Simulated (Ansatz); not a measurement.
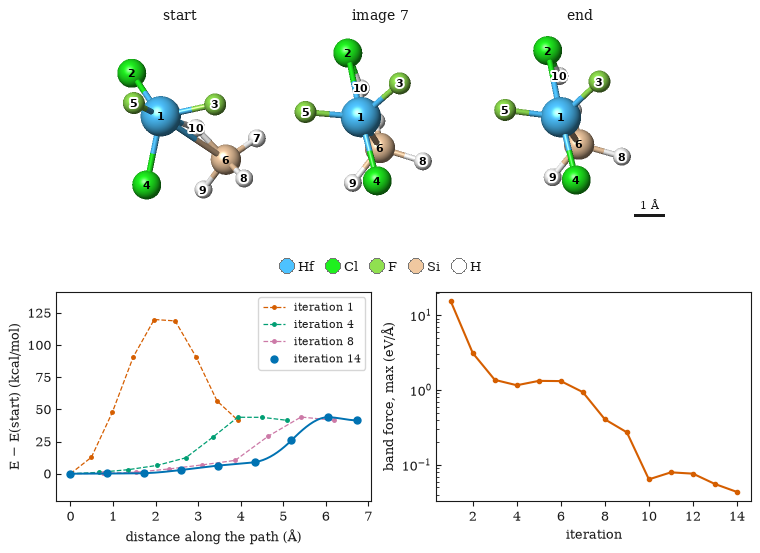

NEB run on HfSiH4Cl2F2. Images are numbered from 0 (start) to 8 (end). The plot follows the band through its iterations. Style: ball-and-stick. Shown from a free direction.

Theory: RKS PBE-D4/def2-SVP (Ansatz 0.2.0).

Input
```yaml
crystal:
  periodic: [false, false, false]
  atoms:
    - { symbol: Hf, position_ang: [-0.175443, -0.192233, 0.165159] }
    - { symbol: Cl, position_ang: [-0.470038, -0.890103, 2.399547] }
    - { symbol: F, position_ang: [1.648266, -0.123897, -0.408464] }
    - { symbol: Cl, position_ang: [-1.494165, 1.655932, -0.504973] }
    - { symbol: F, position_ang: [-0.875479, -1.63811, -0.853157] }
    - { symbol: Si, position_ang: [1.337943, 2.933282, 1.252963] }
    - { symbol: H, position_ang: [2.590719, 3.094798, 2.060877] }
    - { symbol: H, position_ang: [1.628337, 3.048577, -0.211769] }
    - { symbol: H, position_ang: [0.277856, 3.901046, 1.68292] }
    - { symbol: H, position_ang: [0.820905, 1.537708, 1.554897] }
basis:
  gaussian: { orbitals: def2-SVP }
hamiltonian:
  xc: pbe
  dispersion: d4
neb:
  order_check: false
  images: 7
  f_tol: 0.05
  max_iterations: 60
  initial_path: linear
  final_atoms:
    - { symbol: Hf, position_ang: [-0.08564931, 0.35335171, -0.19780446] }
    - { symbol: Cl, position_ang: [1.20648279, -0.45895582, 2.24806341] }
    - { symbol: F, position_ang: [1.28303298, -0.74245498, -0.96726287] }
    - { symbol: Cl, position_ang: [-0.971268, 1.57914308, -1.99198968] }
    - { symbol: F, position_ang: [-1.60064701, -0.44245963, 0.6596633] }
    - { symbol: Si, position_ang: [0.8261023, 2.68893229, 0.99288412] }
    - { symbol: H, position_ang: [1.5469173, 2.36009845, 2.32449155] }
    - { symbol: H, position_ang: [1.87778439, 3.45648001, 0.22805972] }
    - { symbol: H, position_ang: [-0.23745038, 3.67042201, 1.4270496] }
    - { symbol: H, position_ang: [1.44359594, 0.86244287, 2.41484531] }
```

Command:
```bash
ansatz run input.yaml --threads 4 --pin off --max-ram 5120MiB --backend cpu --events-out ev --progress --plain --runs-dir out
```

Did the band converge, and can the barrier be trusted?

Answer. The run is converged, with reservations. The band converged in 14 iterations. The largest component of the band force went from 15 to 0.044 eV/Å. The climbing image converged on the top of the path. Its curvatures weren't checked. The straight starting path can push atoms close together and costs iterations. The first iteration put the highest image at 119.8 kcal/mol. The highest point, image 7, lies 43.9 kcal/mol above the start and 2.4 kcal/mol above the end; the end is at +41.5 kcal/mol relative to the start.

Cost: 3.7 min on 4 threads of Intel(R) Xeon(R) Platinum 8259CL CPU @ 2.50GHz (Skylake/Cascade Lake), with other jobs on the host, peak memory 0.24 GiB.
